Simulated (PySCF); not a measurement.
# PBE/6-311+G(d,p) run of S2F2 (Difluorodisulfane)

What is the energy change on altering one bond length of S2F2 (Difluorodisulfane) at PBE/6-311+G**? 

The results are computed with PySCF 2.14.0.

1 further run of the same task is left out (set aside as unsound or not needed).

## Step 1: The system as given

The species is S2F2 (4 atoms), meant as a singlet with charge 0. As SMILES, `FSSF`. The shape is that of a PBE0-D4/def2-TZVP optimisation.

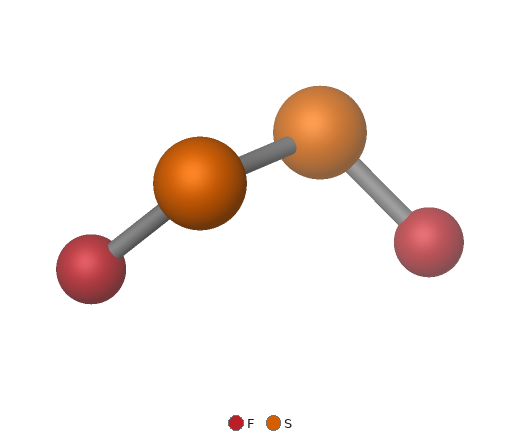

The structure, seen from a chosen angle (fluorine red, sulfur orange).

## Step 2: A single-point energy at PBE/6-311+G(d,p)

Contents of job.py:

```python
# Difluorodisulfane
from pyscf import gto, dft

mol = gto.M(
    atom='''
F     -3.370799    -0.377813    -1.174635
S     -0.883768     1.444034    -1.195006
S      1.974745    -0.522301    -0.349070
F      2.279784    -0.543901     2.718711
''',
    basis='6-311+g**',
    max_memory=1860,
    spin=0,
    unit='bohr',
    verbose=3,
)

mf = dft.RKS(mol)
mf.xc = 'pbe'
mf.conv_tol = 1e-10
mf.grids.level = 5
mf.kernel()
if not mf.converged:
    mf = mf.newton().run(mf.mo_coeff, mf.mo_occ)

e_tot = mf.e_tot
print('Final energy', e_tot)
```

On the command line:

```console
$ OMP_NUM_THREADS=1 python job.py
```

The log of the run:

```text
converged SCF energy = -995.589649577479
Final energy -995.5896495774789
```

Run time: 14 s. Hardware: 1 thread of Arm Neoverse V2, shared host; peak memory 0.54 GiB.

## Step 3: The distorted shape

Contents of input.py:

```python
from pyscf import gto, dft

molecule = gto.Mole()
molecule.atom = '''
F     -3.614831    -0.360533    -3.628856
S     -1.127800     1.461314    -3.649227
S      1.730713    -0.505022    -2.803292
F      2.279784    -0.543901     2.718711
'''
molecule.verbose = 3
molecule.max_memory = 1860
molecule.unit = 'bohr'
molecule.basis = '6-311+g**'
molecule.spin = 0
molecule.build()

calc0 = dft.RKS(molecule)
calc0.xc = 'pbe'
calc0.grids.level = 5
calc0.conv_tol = 1e-10
calc0.kernel()
if not calc0.converged:
    calc0 = calc0.newton().run(calc0.mo_coeff, calc0.mo_occ)

e_final = calc0.e_tot
print('E = %.10f Eh' % e_final)
```

On the command line:

```console
$ OMP_NUM_THREADS=1 python input.py
```

The log of the run:

```text
SCF not converged.
SCF energy = -995.513386580302
converged SCF energy = -995.513386588118
E = -995.5133865881 Eh
```

Run time: 34 s. Hardware: 1 thread of Arm Neoverse V2, shared host; peak memory 0.64 GiB.

## Step 4: Results

Level: PBE/6-311+G**.

```
                                                         quantity          value
                                        first shape: total energy  -995.58965 Eh
                                       first shape: dipole moment         1.62 D
                                         first shape: HOMO energy       -7.37 eV
                                         first shape: LUMO energy       -2.88 eV
                                       first shape: HOMO–LUMO gap        4.49 eV
                                    distorted shape: total energy  -995.51339 Eh
                                   distorted shape: dipole moment         6.56 D
                                     distorted shape: HOMO energy       -6.74 eV
                                     distorted shape: LUMO energy       -6.64 eV
                                   distorted shape: HOMO–LUMO gap        0.10 eV
energy change with the S3–F4 bond stretched from 1.631 to 2.937 Å       2.075 eV
```

In words: One bond (distorted shape) is far stretched, which a spin-restricted single reference describes badly; a broken-symmetry solution may lie lower. With the S3–F4 bond stretched from 1.631 to 2.937 Å the energy rises by 2.08 eV (200 kJ/mol). The first shape isn't relaxed at this level, so the change isn't measured from a minimum. A restricted reference can't describe the breaking bond well at this length. Mulliken charges (first shape) run from -0.13 on F1 to +0.13 on S2; in a basis this large or diffuse they mean little.
